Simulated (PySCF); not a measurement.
# C$_{4}$H$_{3}$F, SMILES `C=C1C=C1F`: electronic structure

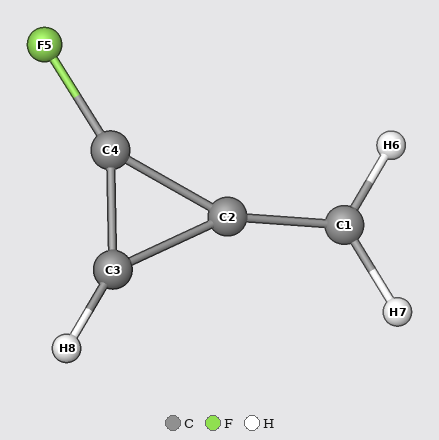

The molecule, with its atoms numbered as below. No frequency check shows the geometry to be a minimum.

Cartesian coordinates (Å):

```
C1      -1.9363   -0.5186    0.0000
C2      -0.7615    0.0589    0.0000
C3       0.1153    1.2456    0.0000
C4       0.6745    0.0511    0.0000
F5       1.7902   -0.6441    0.0000
H6      -2.0338   -1.5898    0.0000
H7      -2.8430    0.0598    0.0000
H8       0.2127    2.3039    0.0000
```

Part 1: Localised orbitals

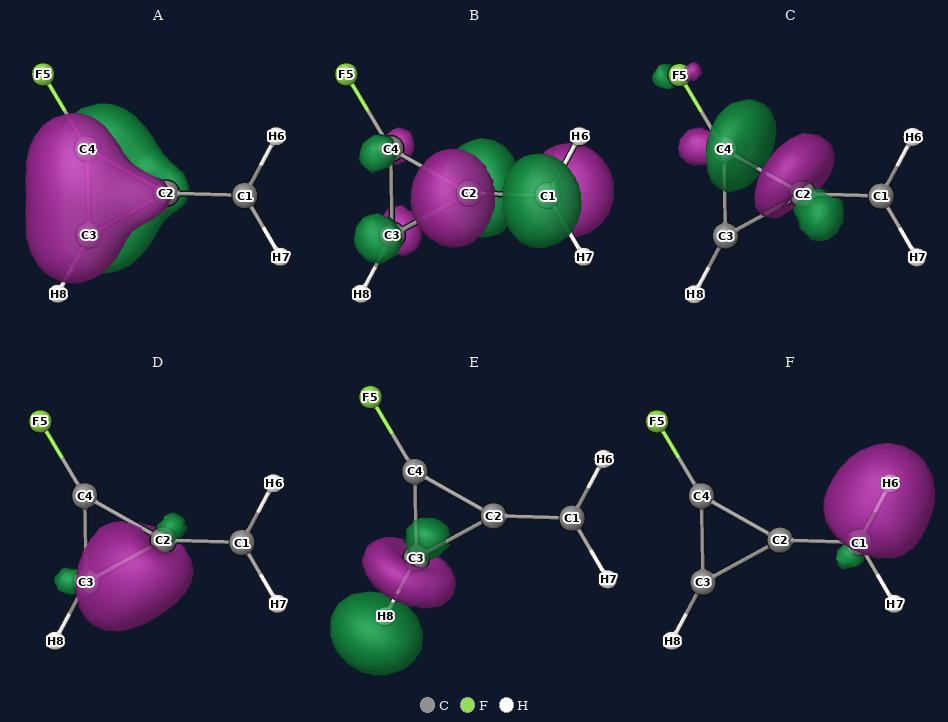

Intrinsic bond orbitals (IBO), occupied and valence-virtual; each surface holds about 70 % of the orbital's density. Energies are diagonal elements of the Fock matrix.

Method: BLYP/def2-TZVP; geometry: GFN2-xTB; program: PySCF.

Name the orbitals, with their atomic make-up and energies.

Answer. By panel:
- A: delocalised π orbital mainly over C3, C4 and C2 (C3 46 %, C4 42 %, C2 9 %; −8.9 eV)
- B: π* orbital C2–C1 (C2 50 %, C1 40 %, C3 7 %; 1.5 eV)
- C: σ* orbital C2–C4 (C2 51 %, C4 46 %; 8.9 eV)
- D: σ bond C3–C2 (C3 49 %, C2 45 %, C4 5 %; −13.3 eV)
- E: σ* orbital H8–C3 (H8 59 %, C3 39 %; 8.5 eV)
- F: σ bond C1–H6 (C1 57 %, H6 41 %; −11.5 eV)

How do all the valence pairs divide up?

Answer. 13 pairs: 8 σ bonds, 3 lone pairs, 1 delocalised π orbital and 1 two-centre π bond.

Part 2: Magnetic shielding

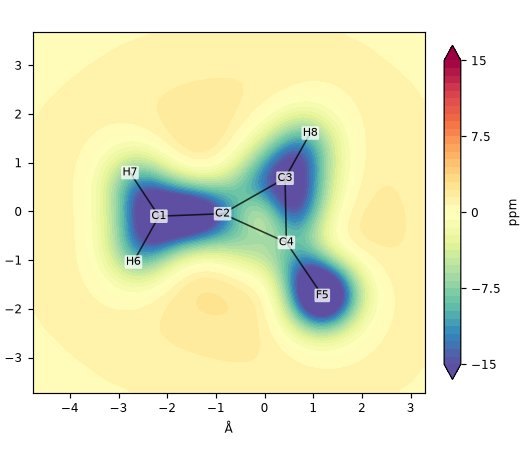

NICSzz (the component normal to the ring) 1.0 Å above the plane of the 3-membered ring C2/C3/C4; GIAO shieldings; atoms are projected onto the map; negative values mean shielding.

Method: B3LYP/aug-cc-pVDZ; geometry: GFN2-xTB; program: PySCF.

What does the map say about the ring?

Answer. It is neither clearly shielded nor deshielded above its centre; in a three-membered ring σ bonds weigh heavily, so the values alone don't measure π aromaticity: NICS(0) = −26.5, NICS(1) = −5.3, NICS(1)zz = −7.5 ppm.

What absolute proton shieldings does the same calculation give?

Answer. From 25.8 ppm (H8) to 28.3 ppm (H7).

Part 3: Stretching a bond

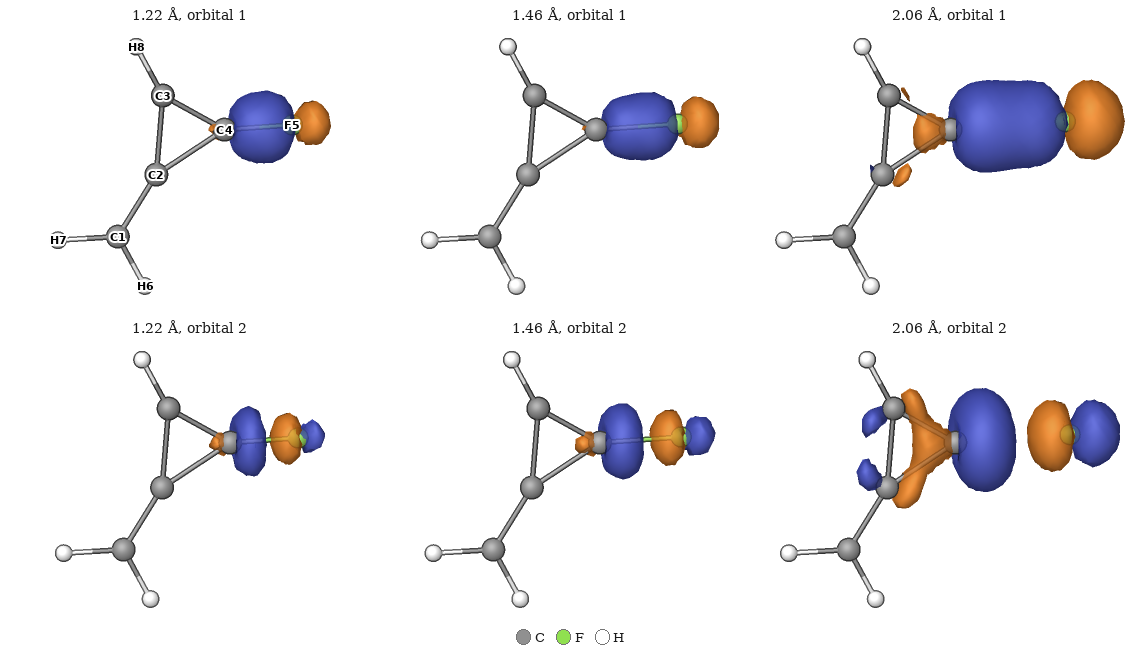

Rigid stretch of the C4–F5 bond. The two CASSCF(2,2) natural orbitals nearest half filling (orbital 1 the more occupied).

Level of theory: def2-SVP basis (PySCF), at a geometry from GFN2-xTB.

How do the occupations change along the stretch?

Answer. 1.22 Å: 1.99 and 0.01; 1.46 Å: 1.97 and 0.03; 2.06 Å: 1.75 and 0.25. At the longest distance computed (3.72 Å) they are 1.05 and 0.95, and the effective number of unpaired electrons is 2.0.

UHF's ⟨S²⟩ passes 1 along the scan (up to 1.15), so it also polarises electrons outside the stretched bond; its energy lowering isn't due to that bond alone.

Where does the UHF solution part from RHF?

Answer. Between 1.60 Å (⟨S²⟩ = 0, the two coincide) and 1.80 Å (⟨S²⟩ = 0.42); at 3.72 Å ⟨S²⟩ is 1.15 and UHF lies 6.1 eV below RHF.

How much energy does the stretch cost?

Answer. By CASSCF, 4.3 eV from the lowest point of the scan (1.33 Å) to 3.72 Å; RHF gives 9.5 eV from its own lowest point. The fragments aren't relaxed and dynamic correlation is missing, so this isn't a bond dissociation energy.
